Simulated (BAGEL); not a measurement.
# N2O (SMILES N#[N+][O-]): a chain of runs

Wanted: the energy (HF/cc-pVDZ), then the energy (NEVPT2(2,2)/cc-pVDZ), then the energy (CASPT2(2,2)/cc-pVDZ) of N2O. 

Program for the calculation: BAGEL 1.2.2.

1 further run of the same task is left out (set aside as unsound or not needed).

### Step 1. The structure to begin with

N2O: 3 atoms, total charge 0, spin state singlet. As SMILES, `N#[N+][O-]`. One bond was lengthened or shortened from a relaxed shape.

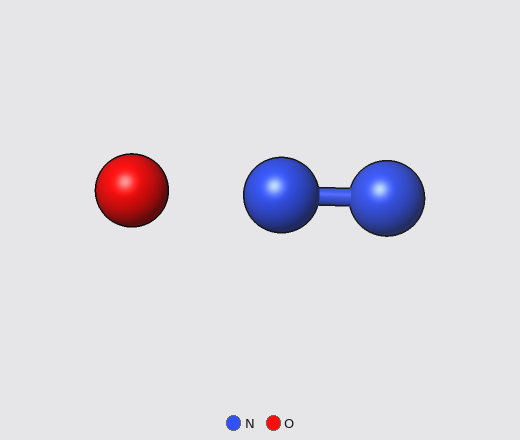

The structure, seen from a chosen angle (nitrogen blue, oxygen red).

### Step 2. The energy at HF/cc-pVDZ (density fitting with svp-jkfit) (run 1)

Input file input.json:

```json
{ "bagel" : [

{
  "title" : "molecule",
  "basis" : "cc-pvdz.json",
  "df_basis" : "svp-jkfit",
  "angstrom" : false,
  "geometry" : [
    { "atom" : "N", "xyz" : [    -1.31650227,     2.57622961,    -0.43203108 ] },
    { "atom" : "N", "xyz" : [    -0.36540311,     0.71522732,    -0.12003729 ] },
    { "atom" : "O", "xyz" : [     0.98284656,    -1.92336325,     0.32257625 ] }
  ]
},

{
  "title" : "hf"
},

{
  "title" : "print",
  "file" : "orbitals.molden",
  "orbitals" : true
}

]}
```

The basis set cc-pVDZ is read from a file made from the Basis Set Exchange's data (not shown).

On the command line:

```console
$ BAGEL_NUM_THREADS=1 BAGEL input.json > input.out
```

The program printed:

```text
* using 1 threads per process

  ===============================================================
  ===============================================================

  *** Geometry ***

  { "atom" : "N", "xyz" : [     -1.316502,      2.576230,     -0.432031 ] },
  { "atom" : "N", "xyz" : [     -0.365403,      0.715227,     -0.120037 ] },
  { "atom" : "O", "xyz" : [      0.982847,     -1.923363,      0.322576 ] },

  Number of auxiliary basis functions:      231

  Since a DF basis is specified, we compute 2- and 3-index integrals:
    o Being stored without compression. Storage requirement is 0.003 GB

  Number of basis functions:       42
  Number of electrons      :       22

    * METHOD: MOLECULE                             0.03

  *** RHF ***

  === Nuclear Repulsion ===
    52.8411340403

      * DIIS with orbital gradients will be used.

  === RHF iteration (cc-pvdz.json) ===
      0       -183.45108015          0.02758209           0.00
      1       -183.49264114          0.02618301           0.00
      2       -183.62397522          0.00438904           0.00
      3       -183.63445061          0.00167536           0.00
      4       -183.63563533          0.00115841           0.00
      5       -183.63594776          0.00030626           0.00
      6       -183.63597873          0.00007419           0.00
      7       -183.63598026          0.00000952           0.00
      8       -183.63598029          0.00000291           0.00
      9       -183.63598029          0.00000087           0.00
     10       -183.63598029          0.00000034           0.00
     11       -183.63598029          0.00000016           0.00
     12       -183.63598029          0.00000004           0.00
     13       -183.63598029          0.00000001           0.00
    * SCF iteration converged.

    * Permanent dipole moment:
           (    0.318879,    -0.624054,     0.104678) a.u.

    * METHOD: HF                                   0.09

    * METHOD: PRINT                                0.00

  ===============================================================
```

Wall time 0.26 s (1 thread of Arm Neoverse V2, shared host).

### Step 3. The energy at NEVPT2(2,2)/cc-pVDZ (density fitting with svp-jkfit) (run 2)

Input file nevpt2.json:

```json
{ "bagel" : [

{
  "title" : "molecule",
  "basis" : "cc-pvdz.json",
  "df_basis" : "svp-jkfit",
  "geometry" : [
    { "atom" : "N", "xyz" : [    -1.31650227,     2.57622961,    -0.43203108 ] },
    { "atom" : "N", "xyz" : [    -0.36540311,     0.71522732,    -0.12003729 ] },
    { "atom" : "O", "xyz" : [     0.98284656,    -1.92336325,     0.32257625 ] }
  ]
},

{ "title" : "hf" },

{ "title" : "nevpt2", "nstate" : 1, "nact" : 2, "nclosed" : 10, "active" : [5, 14], "maxiter" : 200, "natocc" : true, "ncore" : 3 },

{ "title" : "print", "file" : "orbitals.molden", "orbitals" : true }

]}
```

The basis set cc-pVDZ is read from a file made from the Basis Set Exchange's data (not shown).

On the command line:

```console
$ BAGEL_NUM_THREADS=1 BAGEL nevpt2.json > nevpt2.out
```

The program printed:

```text
* using 1 threads per process

  ===============================================================
  ===============================================================

  *** Geometry ***

  { "atom" : "N", "xyz" : [     -1.316502,      2.576230,     -0.432031 ] },
  { "atom" : "N", "xyz" : [     -0.365403,      0.715227,     -0.120037 ] },
  { "atom" : "O", "xyz" : [      0.982847,     -1.923363,      0.322576 ] },

  Number of auxiliary basis functions:      231

  Since a DF basis is specified, we compute 2- and 3-index integrals:
    o Being stored without compression. Storage requirement is 0.003 GB

  Number of basis functions:       42
  Number of electrons      :       22

    * METHOD: MOLECULE                             0.03

  *** RHF ***

[... 11 lines left out ...]
    * SCF iteration converged.
[... 1 line left out ...]
    * Permanent dipole moment:
[... 28 lines left out ...]
    * Second-order optimization converged. *

     guess   0:   closed 1.                   open ..

  === FCI iteration ===

      0  0      -183.63428184     8.89e-02      0.00
      1  0      -183.65654829     9.47e-03      0.00
      2  0 *    -183.65699178     1.56e-15      0.00

     * ci vector, state   0, <S^2> = 0.0000
       2.     0.9918831214
       .2    -0.1271529532

  === DF-NEVPT2 calculation ===

    * 3-index integral transformation done
    * assembly done

      NEVPT2 correlation energy:   -0.4660377665      0.02

          (+0)     -0.3392232429
          (+0)'    -0.0468675182
          (+1)     -0.0171484136
          (+1)'    -0.0000000000
          (+2)     -0.0025451462
          (-1)     -0.0541961627
          (-1)'     0.0000000000
          (-2)     -0.0060572829

      NEVPT2 total energy:       -184.1230295486

    * METHOD: NEVPT2                               0.62

    * METHOD: PRINT                                0.00

  ===============================================================
```

Wall time 0.86 s (1 thread of Arm Neoverse V2, shared host).

### Step 4. The energy at CASPT2(2,2)/cc-pVDZ (density fitting with svp-jkfit) (run 3)

Input file calc.json:

```json
{ "bagel" : [

{
  "title" : "molecule",
  "basis" : "cc-pvdz.json",
  "df_basis" : "svp-jkfit",
  "angstrom" : "false",
  "geometry" : [
    { "atom" : "N", "xyz" : [ -1.31650227,  2.57622961, -0.43203108 ] },
    { "atom" : "N", "xyz" : [ -0.36540311,  0.71522732, -0.12003729 ] },
    { "atom" : "O", "xyz" : [  0.98284656, -1.92336325,  0.32257625 ] }
  ]
},
{
  "title" : "hf",
  "charge" : 0
},
{
  "title" : "casscf",
  "nstate" : 1,
  "nact" : 2,
  "nclosed" : 10,
  "charge" : 0,
  "active" : [5, 14],
  "maxiter" : 200,
  "natocc" : "true"
},
{
  "title" : "print",
  "file" : "orbitals.molden",
  "orbitals" : "true"
},
{
  "title" : "smith",
  "method" : "caspt2",
  "ms" : "true",
  "xms" : "true",
  "sssr" : "true",
  "shift" : 0.2,
  "shift_imag" : "true",
  "ncore" : 3
}

]}
```

The basis set cc-pVDZ is read from a file made from the Basis Set Exchange's data (not shown).

On the command line:

```console
$ BAGEL_NUM_THREADS=1 BAGEL calc.json > calc.out
```

The program printed:

```text
* using 1 threads per process

  ===============================================================
  ===============================================================

  *** Geometry ***

  { "atom" : "N", "xyz" : [     -1.316502,      2.576230,     -0.432031 ] },
  { "atom" : "N", "xyz" : [     -0.365403,      0.715227,     -0.120037 ] },
  { "atom" : "O", "xyz" : [      0.982847,     -1.923363,      0.322576 ] },

  Number of auxiliary basis functions:      231

  Since a DF basis is specified, we compute 2- and 3-index integrals:
    o Being stored without compression. Storage requirement is 0.003 GB

  Number of basis functions:       42
  Number of electrons      :       22

    * METHOD: MOLECULE                             0.03

  *** RHF ***

[... 11 lines left out ...]
    * SCF iteration converged.
[... 1 line left out ...]
    * Permanent dipole moment:
[... 27 lines left out ...]
    * Second-order optimization converged. *
[... 9 lines left out ...]
     * ci vector, state   0, <S^2> = 0.0000
[... 16 lines left out ...]
    * Zeroth order energy : state  0       -1.4634275382
[... 4 lines left out ...]
       #      aibj      arbs      arbi      airj      risj      airs      arst      rist         Etot      error   time
[... 2 lines left out ...]
       0  -0.33875  -0.00718  -0.05423  -0.01847  -0.00344  -0.04086  -0.00000   0.00000   -0.4629271  0.0033784   0.01
       1  -0.33911  -0.00722  -0.05441  -0.01867  -0.00358  -0.04151  -0.00000  -0.00000   -0.4645016  0.0004661   0.01
       2  -0.33914  -0.00722  -0.05441  -0.01868  -0.00359  -0.04151  -0.00000  -0.00000   -0.4645439  0.0000859   0.01
       3  -0.33914  -0.00722  -0.05441  -0.01867  -0.00359  -0.04151  -0.00000  -0.00000   -0.4645449  0.0000148   0.01
       4  -0.33914  -0.00722  -0.05441  -0.01867  -0.00359  -0.04151   0.00000  -0.00000   -0.4645450  0.0000029   0.01
       5  -0.33914  -0.00722  -0.05441  -0.01867  -0.00359  -0.04151   0.00000   0.00000   -0.4645450  0.0000004   0.01

      ------------------------------------------------------------------------------------------------------------------

    * CASPT2 energy : state  0     -184.1240691781
        w/o shift correction       -184.1215367496
        reference weight              0.8661540989

    * METHOD: SMITH                                0.08

  ===============================================================
```

It took 0.92 s on 1 thread of Arm Neoverse V2, shared host.

### Step 5. What came out

```
                                quantity          value
         run 1, HF/cc-pVDZ: total energy  -183.63598 Eh
        run 1, HF/cc-pVDZ: dipole moment         1.80 D
          run 1, HF/cc-pVDZ: HOMO energy      -13.79 eV
          run 1, HF/cc-pVDZ: LUMO energy        3.35 eV
        run 1, HF/cc-pVDZ: HOMO–LUMO gap       17.14 eV
run 2, NEVPT2(2,2)/cc-pVDZ: total energy  -184.12303 Eh
run 3, CASPT2(2,2)/cc-pVDZ: total energy  -184.12407 Eh
```
